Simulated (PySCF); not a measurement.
# FH3Si, SMILES `F[SiH3]`: electronic structure

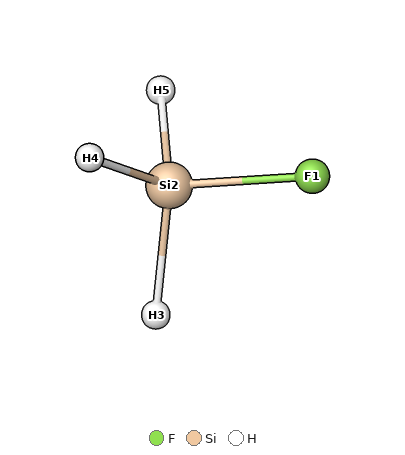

The molecule, with its atoms numbered as below. No frequency check shows the geometry to be a minimum.

Geometry (Å), atoms numbered from 1:

```
F1       1.0938    0.0000    0.0000
Si2     -0.5122    0.0000    0.0000
H3      -0.8910   -1.3410   -0.4156
H4      -0.8913    0.3104    1.3689
H5      -0.8913    1.0302   -0.9535
```

## 1. Bonding charge

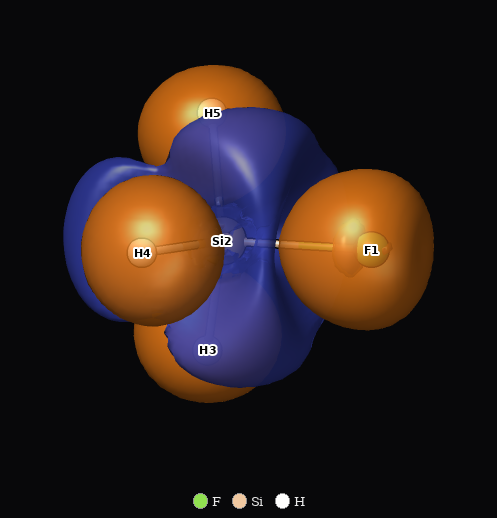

Deformation density (molecule less spherical, spin-averaged free atoms at the same positions), surfaces at ±0.04 e/Å³; orange: gain, blue: loss.

Method: ωB97X/def2-TZVP; geometry: GFN2-xTB; program: PySCF.

Question: How much density has each bond gained at its critical point, relative to the free atoms?

Answer: Si2–H4, Si2–H5 and Si2–H3: +0.27 e/Å³ at the bond critical point (bond length 1.45 Å, Mayer order 1.0). F1–Si2: +0.07 e/Å³ at the bond critical point (bond length 1.61 Å, Mayer order 1.1); up to 0.6 Å beside the axis the gain reaches +0.35 e/Å³. In all, 1.3 electrons gather in the regions of gain relative to the promolecule. A small or negative value marks a very polar bond, one between electron-rich atoms, whose free-atom densities already overlap strongly, a long bond to a heavier atom, or a closed-shell contact such as a hydrogen bond.

Question: Where do the Hirshfeld charges lie?

Answer: The highest Hirshfeld charge is on Si2 (+0.43 e), the lowest on F1 (−0.21 e).

```json
{"atom": "F1", "charge (e)": "−0.21"}
{"atom": "Si2", "charge (e)": "+0.43"}
{"atom": "H3", "charge (e)": "−0.07"}
{"atom": "H4", "charge (e)": "−0.07"}
{"atom": "H5", "charge (e)": "−0.07"}
```

## 2. Local ionisation energy

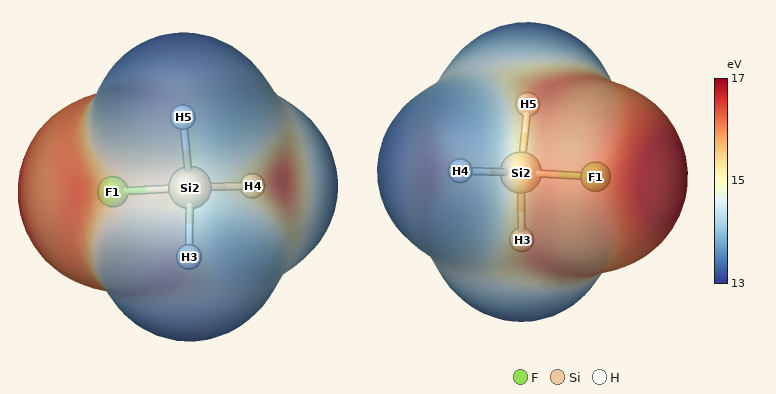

Average local ionisation energy on the surface of electron density 0.001 a.u. (back view left, front view right).

Question: Where are the most loosely bound electrons on this surface?

Answer: The lowest value is 13.3 eV, 1.5 Å from H4, and at like points elsewhere. For comparison, the highest occupied orbital lies at −12.3 eV.

Question: What volume does the surface enclose, and what is the dipole moment?

Answer: About 65 Å³; the dipole moment is 1.6 D.

## 3. In an electric field

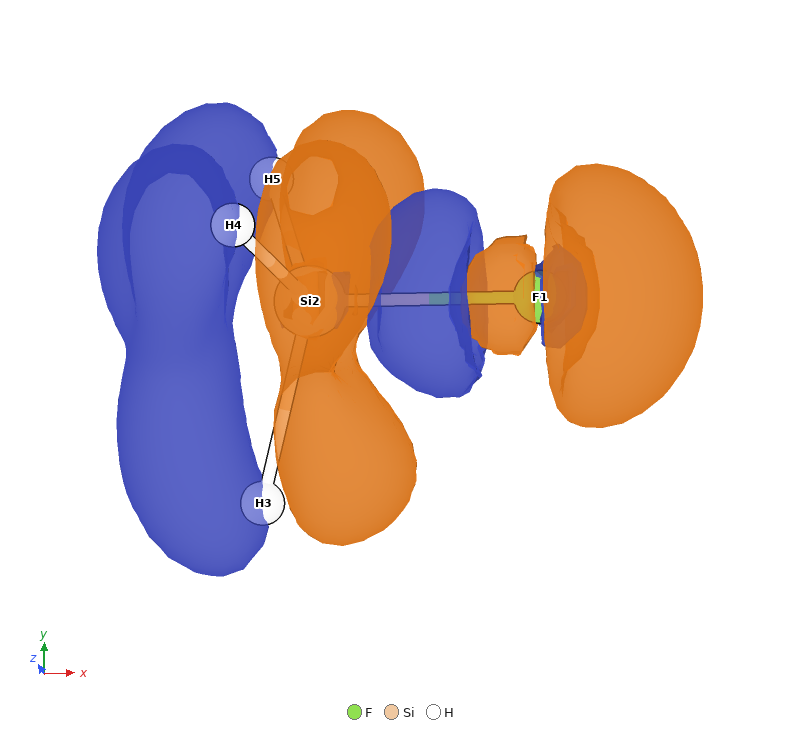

Change of the electron density in a uniform field of 0.21 V/Å, surfaces at ±0.0015 e/Å³ (orange: gain, blue: loss).

PySCF calculation, ωB97X/def2-TZVP, gas phase; geometry: GFN2-xTB. A basis without diffuse functions makes polarisabilities too small.

The field was applied in both directions; the picture shows the one opposite to the script's first.

Question: Along which Cartesian direction does the field point?

Answer: Along −x: electrons gather on the +x side, against the field.

Question: How large is the response?

Answer: The induced dipole is 0.23 D (along the field); α along this axis, from the fields in both directions, is 23 bohr³ (3.4 Å³).
